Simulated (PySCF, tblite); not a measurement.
**CH6NOSSi3 radical: geometry, infrared bands and EPR parameters**

Aim: predict the infrared bands and EPR parameters of CH6NOSSi3 radical (`N#C[SiH2]S[SiH]O[SiH3]`).

Programs: tblite 0.8.0 and PySCF 2.14.0, with density-fitted response routines of our own. Each step states its level of theory. These are calculated values for one molecule in the gas phase, unless marked as measured. Atoms are numbered from 0 throughout.

## (1) The starting structure

13 atoms, charge 0, multiplicity 2; geometry from: force field or distance geometry start.

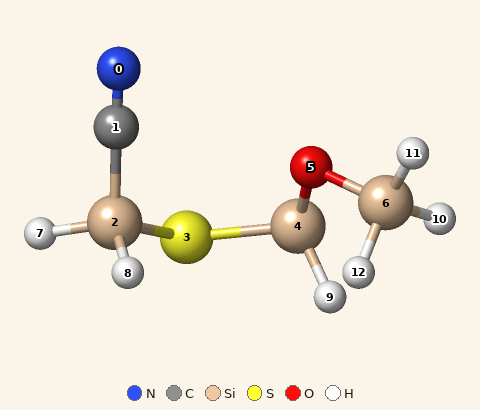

As it starts; nitrogen blue, carbon grey, silicon light orange, sulfur yellow, oxygen red, hydrogen white, atoms numbered.

## (2) Relaxing the molecule with GFN2-xTB

What the job is given:

```
{"job": {"kind": "relax", "xc": "GFN2-xTB", "basis": "xTB"}, "charge": 0, "multiplicity": 2}
N     -2.255600     1.599900    -2.300500
C     -2.361400     0.990600    -1.356200
Si    -2.495600    -0.028200     0.183300
S     -1.392600    -1.832400    -0.000800
Si     0.707900    -1.533300    -0.095800
O      1.133800    -0.013900    -0.799200
Si     2.588800     0.464100     0.030100
H     -3.919100    -0.399900     0.268600
H     -2.133700     0.762200     1.361700
H      1.316100    -1.603100     1.246200
H      3.435300    -0.753500     0.022800
H      3.226700     1.600700    -0.591800
H      2.145200     0.747300     1.430200
```

Launch:

```console
$ OMP_NUM_THREADS=1 python probes_run.py task.json out
```

The driver reads the jobs from task.json and runs them one after another.

Log:

```text
step      E/eV     max force
  0    -561.67806    2.909
  1    -561.75402    5.324
  2    -561.94813    1.062
  3    -561.98638    0.565
  4    -562.04012    0.757
  5    -562.07524    0.628
  6    -562.11454    0.676
  7    -562.16837    0.620
  8    -562.20894    0.495
  9    -562.23847    0.485
 10    -562.26969    0.544
 11    -562.30452    0.638
 12    -562.34232    0.638
 13    -562.37882    0.430
 14    -562.40128    0.413
 15    -562.41187    0.316
 16    -562.42329    0.258
 17    -562.43600    0.245
 18    -562.44848    0.265
 19    -562.45959    0.361
 20    -562.47150    0.404
 21    -562.48279    0.271
 22    -562.48911    0.164
 23    -562.49320    0.145
 24    -562.49699    0.162
 25    -562.50016    0.164
 26    -562.50250    0.109
 27    -562.50444    0.149
 28    -562.50698    0.157
 29    -562.51385    0.144
 30    -562.51790    0.152
 31    -562.52071    0.169
 32    -562.52324    0.136
 33    -562.52663    0.175
 34    -562.53025    0.201
 35    -562.53466    0.198
 36    -562.53932    0.156
 37    -562.54271    0.121
 38    -562.54525    0.130
 39    -562.54744    0.118
 40    -562.54986    0.128
 41    -562.55298    0.124
 42    -562.55696    0.161
 43    -562.56087    0.143
 44    -562.56400    0.170
 45    -562.56623    0.143
 46    -562.56803    0.108
 47    -562.56988    0.113
 48    -562.57181    0.123
 49    -562.57479    0.161
 50    -562.57952    0.196
 51    -562.58598    0.181
 52    -562.59225    0.205
 53    -562.59735    0.187
 54    -562.60043    0.137
 55    -562.60264    0.101
 56    -562.60577    0.161
 57    -562.61000    0.186
 58    -562.61433    0.143
 59    -562.61762    0.147
 60    -562.62032    0.171
 61    -562.62305    0.204
 62    -562.62607    0.184
 63    -562.62943    0.279
 64    -562.63344    0.242
 65    -562.63829    0.217
 66    -562.64352    0.175
 67    -562.64567    0.134
 68    -562.64734    0.090
 69    -562.64873    0.093
 70    -562.65116    0.133
 71    -562.65412    0.207
 72    -562.65671    0.173
 73    -562.65807    0.103
 74    -562.65868    0.093
 75    -562.65906    0.051
 76    -562.65964    0.061
 77    -562.66042    0.086
 78    -562.66163    0.085
 79    -562.66285    0.076
 80    -562.66367    0.056
 81    -562.66411    0.045
 82    -562.66436    0.043
 83    -562.66464    0.040
 84    -562.66523    0.084
 85    -562.66638    0.135
 86    -562.66824    0.158
 87    -562.67031    0.137
 88    -562.67181    0.087
 89    -562.67261    0.067
 90    -562.67326    0.105
 91    -562.67429    0.127
 92    -562.67577    0.119
 93    -562.67665    0.094
 94    -562.67728    0.035
 95    -562.67749    0.024
 96    -562.67758    0.052
 97    -562.67769    0.040
 98    -562.67783    0.044
 99    -562.67800    0.036
100    -562.67817    0.064
101    -562.67835    0.108
102    -562.67859    0.150
103    -562.67903    0.170
104    -562.67964    0.156
105    -562.68017    0.088
106    -562.68059    0.053
107    -562.68099    0.134
108    -562.68153    0.136
109    -562.68248    0.177
110    -562.68407    0.130
111    -562.68495    0.354
112    -562.68537    0.142
113    -562.68583    0.282
114    -562.68661    0.101
115    -562.68719    0.040
116    -562.68760    0.271
117    -562.68828    0.186
118    -562.68929    0.098
119    -562.69033    0.067
120    -562.69085    0.040
121    -562.69106    0.052
122    -562.69128    0.047
123    -562.69153    0.045
124    -562.69207    0.052
125    -562.69242    0.062
126    -562.69285    0.045
127    -562.69310    0.037
128    -562.69324    0.018
129    -562.69331    0.025
130    -562.69337    0.022
131    -562.69348    0.028
132    -562.69360    0.028
133    -562.69372    0.024
134    -562.69381    0.020
135    -562.69386    0.013
136    -562.69390    0.012
137    -562.69396    0.017
138    -562.69406    0.026
139    -562.69423    0.038
140    -562.69451    0.058
141    -562.69488    0.076
142    -562.69529    0.082
143    -562.69573    0.093
144    -562.69620    0.137
145    -562.69680    0.099
146    -562.69735    0.148
147    -562.69772    0.047
148    -562.69790    0.060
149    -562.69804    0.029
150    -562.69820    0.040
151    -562.69832    0.050
152    -562.69853    0.073
153    -562.69877    0.066
154    -562.69908    0.044
155    -562.69929    0.024
156    -562.69942    0.026
157    -562.69953    0.056
158    -562.69963    0.030
159    -562.69974    0.026
160    -562.69978    0.016
161    -562.69982    0.023
162    -562.69985    0.011
163    -562.69989    0.017
164    -562.69993    0.035
165    -562.69996    0.036
166    -562.69999    0.029
167    -562.70001    0.016
168    -562.70002    0.006
```

Run time: 1.4 s. Hardware: 1 thread of Arm Neoverse V2, shared host.

Relaxation path: (not every step is listed)

```csv
step,energy from step 0 (eV),largest force (eV/Å)
0,0.0000,2.9085
1,-0.0760,5.3237
2,-0.2701,1.0616
3,-0.3083,0.5647
4,-0.3621,0.7567
5,-0.3972,0.6282
6,-0.4365,0.6757
7,-0.4903,0.6203
8,-0.5309,0.4953
23,-0.8151,0.1447
38,-0.8672,0.1298
53,-0.9193,0.1866
68,-0.9693,0.0904
83,-0.9866,0.0402
98,-0.9998,0.0441
113,-1.0078,0.2818
128,-1.0152,0.0181
143,-1.0177,0.0932
158,-1.0216,0.0300
163,-1.0218,0.0172
164,-1.0219,0.0347
165,-1.0219,0.0365
166,-1.0219,0.0289
167,-1.0220,0.0155
168,-1.0220,0.0062
```

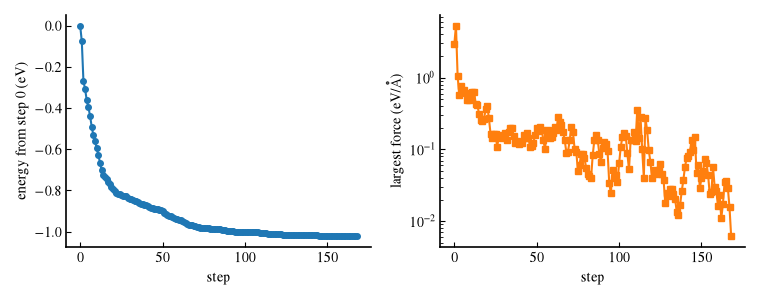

Energy and largest force along the relaxation.

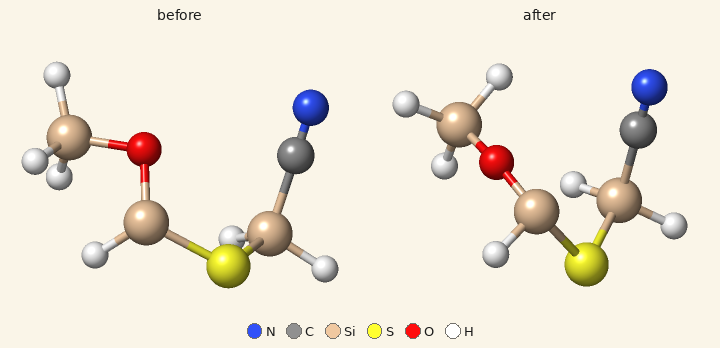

The geometry before (left) and after (right).

Close pairs (by a distance rule), those that changed most:

```csv
bond,before (Å),after (Å),change (Å)
Si4–O5,1.728,1.612,-0.116
O5–Si6,1.742,1.628,-0.114
S3–Si4,2.124,2.177,+0.053
Si6–H12,1.496,1.464,-0.031
Si6–H10,1.483,1.457,-0.026
Si4–H9,1.475,1.455,-0.021
Si2–H7,1.474,1.454,-0.020
N0–C1,1.129,1.145,+0.017
```

The end geometry stands in the next job.

## (3) Infrared spectrum with GFN2-xTB

What the job is given:

```
{"job": {"kind": "ir", "xc": "GFN2-xTB", "basis": "xTB"}, "charge": 0, "multiplicity": 2}
N     -1.352353     0.927414    -2.554469
C     -1.623275     0.709343    -1.463227
Si    -2.041716     0.324367     0.314603
S     -1.456089    -1.691439     0.722902
Si     0.367058    -1.976110    -0.431647
O      1.304445    -0.673558    -0.280395
Si     2.006814     0.708239     0.215955
H     -3.486427     0.354212     0.472536
H     -1.296902     1.271401     1.137217
H      1.038863    -3.080949     0.234431
H      3.432251     0.480368     0.015222
H      1.434684     1.763660    -0.614470
H      1.668258     0.883539     1.629870
```

Log:

```text
mode    cm-1     km/mol
  1      30.0      1.07
  2      42.1      6.71
  3      64.7      0.91
  4      69.4      4.27
  5      75.8      4.95
  6      87.1      1.56
  7     120.9     12.00
  8     199.0      6.74
  9     252.8      6.33
 10     324.0      2.06
 11     429.7     38.11
 12     481.1     85.94
 13     491.3     81.91
 14     539.4     33.78
 15     556.5      6.35
 16     561.6      7.97
 17     593.5     46.91
 18     605.8     24.99
 19     627.6     99.31
 20     628.2     95.03
 21     705.8    273.78
 22     737.7    156.50
 23     760.8    231.18
 24     784.4    217.79
 25     813.3    482.43
 26    1090.4    547.62
 27    2240.5    255.52
 28    2286.6    207.31
 29    2294.4    158.27
 30    2297.6    315.23
 31    2309.1    259.36
 32    2349.7    176.31
 33    2352.7     28.47
```

Wall time 0.54 s (1 thread of Arm Neoverse V2, shared host).

The strongest bands and the atoms that carry them (share of the mass-weighted mode):

```csv
cm⁻¹,km/mol,atoms
706,273.8,"H8 32 %, H7 31 %, Si2 24 %"
761,231.2,"H10 49 %, H11 41 %"
784,217.8,"H12 61 %, H11 23 %, H10 11 %"
813,482.4,"H12 29 %, H10 28 %, H11 27 %, Si6 14 %"
1090,547.6,"O5 78 %, Si4 12 %"
2240,255.5,H12 93 %
2298,315.2,"H8 70 %, H9 13 %"
2309,259.4,H10 89 %
```

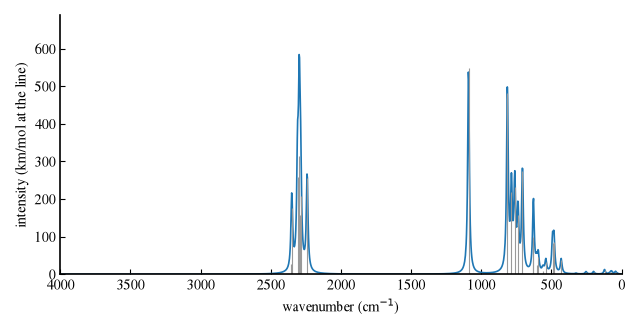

The infrared spectrum from these modes, unscaled. Lines are broadened to a width of 14 cm⁻¹ (Lorentzian).

## (4) g tensor and hyperfine couplings: B3LYP/pcH-1

Same as in step 3 but for these lines:

```diff
@@ -1,2 +1,2 @@
-{"job": {"kind": "ir", "xc": "GFN2-xTB", "basis": "xTB"}, "charge": 0, "multiplicity": 2}
+{"job": {"kind": "epr", "basis": "pcH-1"}, "charge": 0, "multiplicity": 2}
 N     -1.352353     0.927414    -2.554469
```

With the program's defaults for keys left out, this is: UKS B3LYP, pcH-1 on C H N O S Si, non-relativistic, mean-field spin-orbit, GIAO.

Log:

```text
UKS, coarse grid
  cycle   1  E = -1438.31310343  |g| = 6.84e-01
  cycle   2  E = -1437.78229823  |g| = 1.32e+00
  cycle   3  E = -1438.46427441  |g| = 1.81e-01
  cycle   4  E = -1438.47395824  |g| = 1.13e-01
  cycle   5  E = -1438.47850683  |g| = 4.51e-02
  cycle   6  E = -1438.47935188  |g| = 9.24e-03
  cycle   7  E = -1438.47938772  |g| = 2.49e-03
  cycle   8  E = -1438.47939104  |g| = 5.75e-04
UKS, final grid
  cycle   1  E = -1438.47932711  |g| = 6.68e-04
  cycle   2  E = -1438.47932692  |g| = 9.36e-04
  cycle   3  E = -1438.47932736  |g| = 1.55e-04
  cycle   4  E = -1438.47932737  |g| = 4.05e-05
  cycle   5  E = -1438.47932737  |g| = 3.22e-05
  cycle   6  E = -1438.47932737  |g| = 1.51e-05
E = -1438.47932737 Eh   <S^2> = 0.7517 (exact 0.7500)
g shifts (ppm)      1          2          3
  rmc          -175       -175       -175
  gc             66         16         56
  oz_so        -241        -91       4483
  total        -349       -250       4364
hyperfine (MHz)  atom isotope    a_iso     a_fc   dipolar eigenvalues
    0   14N       0.72       0.72     -0.17     -0.12      0.29
    1   13C       2.99       2.99     -0.75     -0.23      0.98
    2  29Si      -4.38      -4.42     -1.58      0.48      1.10
    3   33S       8.30       8.27    -13.71    -12.95     26.66
    4  29Si    -834.60    -835.42   -135.39     66.89     68.49
    5   17O     -52.75     -52.63    -23.13     10.87     12.26
    6  29Si      -7.83      -7.85     -3.44      1.58      1.86
    7    1H      -1.34      -1.34     -1.18     -0.67      1.85
    8    1H       1.68       1.68     -1.09     -0.70      1.80
    9    1H     183.25     183.24     -6.18     -0.64      6.81
   10    1H       0.19       0.19     -1.17     -1.01      2.18
   11    1H       0.74       0.74     -1.22     -1.07      2.28
   12    1H       6.56       6.56     -1.22     -0.78      2.00
```

Wall time 1.9 min (1 thread of Arm Neoverse V2, shared host); peak memory 0.97 GiB.

Principal g values 2.00197, 2.00207, 2.00668; g(iso) = 2.00357, against 2.00232 for a free electron.

Mean a(iso) over the nuclei that a row names, and the largest dipolar term of the row (other rows stand at the frozen geometry):

```csv
nuclei,isotope,a(iso) (MHz),"a(iso) (G, at g = 2.0023)",largest dipolar term (MHz)
Si4,29Si,-834.6,-297.8,-135.4
H9,1H,183.3,65.4,6.8
O5,17O,-52.8,-18.8,-23.1
S3,33S,8.3,3.0,26.7
Si6,29Si,-7.8,-2.8,-3.4
Si2,29Si,-4.4,-1.6,-1.6
C1,13C,3.0,1.1,1.0
"H10, H11, H12",1H,2.5,0.9,2.3
N0,14N,0.7,0.3,0.3
"H7, H8",1H,0.2,0.1,1.8
```

Mulliken spin populations:

N0 0.00; C1 0.00; Si2 0.01; S3 0.10; Si4 0.75; O5 0.04; Si6 0.01; H7 0.00; H8 0.00; H9 0.09; H10 0.00; H11 0.00; H12 0.00

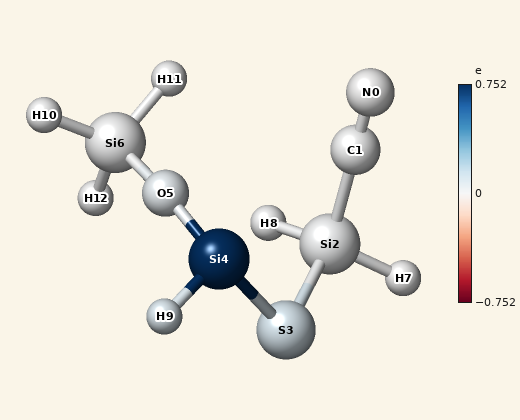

Mulliken spin populations, as colours on the atoms.

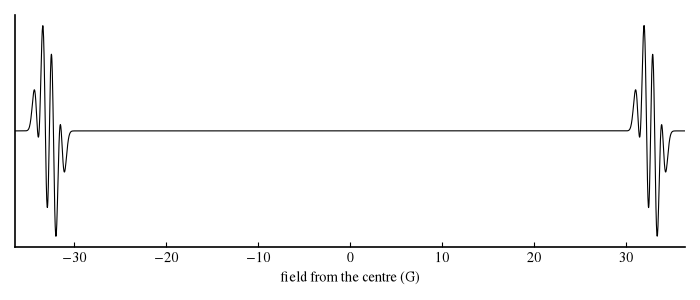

First-order isotropic spectrum (first derivative, main isotopes with spin only, couplings over 0.8 MHz, Gaussian width 0.3 G; couplings of the frozen geometry, rotation of groups not averaged beyond the rows shown).

The fields below are evaluated on a grid from the run's orbitals.

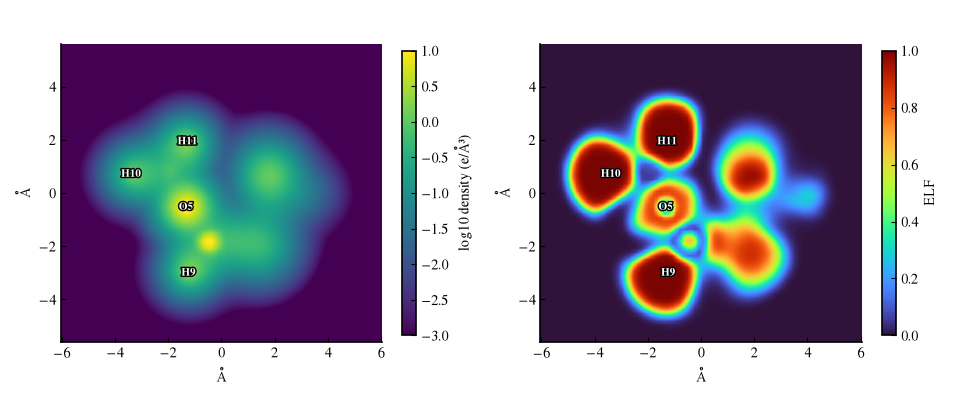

Density (left) and ELF (right) in a plane through or near 4 of the atoms.

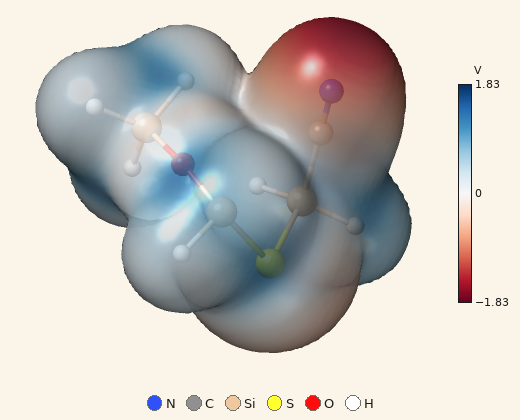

Electrostatic potential on the surface of density 0.002 e/bohr³; red is low, blue high. It runs from -1.51 V near N0 to 1.83 V near Si6.

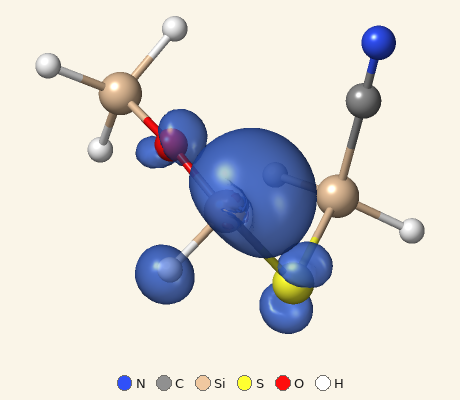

Spin density at ±0.04 e/Å³ (alpha excess blue, beta excess red).

## (5) What came out

```
                                                                  quantity                    value
                                 strongest single infrared mode (GFN2-xTB)    1090 cm⁻¹, 548 km/mol
                                              zero-point energy (GFN2-xTB)            39.7 kcal/mol
                                                            g(iso) (B3LYP)                  2.00357
                                                                      ⟨S²⟩       0.752 (exact 0.75)
                                        largest a(iso) (averaged by class)  29Si on Si4, -834.6 MHz
potential on the surface of density 0.002 e/bohr³, 1st and 99th percentile       -1.51 V and 1.83 V
```

What this shows: The optimisation took 168 steps and gained 1.022 eV; among the close pairs (by a distance rule), Si4–O5 changed most, from 1.728 to 1.612 Å. The frame itself reshapes: Si4···Si6 goes from 2.75 to 3.21 Å. No mode is imaginary among the 33: a minimum at this level. The strongest single mode, at 1090 cm⁻¹, moves mainly O5. Unscaled tight-binding wavenumbers are off by several per cent, some by more. Its intensities can rank the bands wrongly. Most of the unpaired spin sits on Si4 (0.75 e). The isotropic g lies 1.3 ppt above the free-electron value.
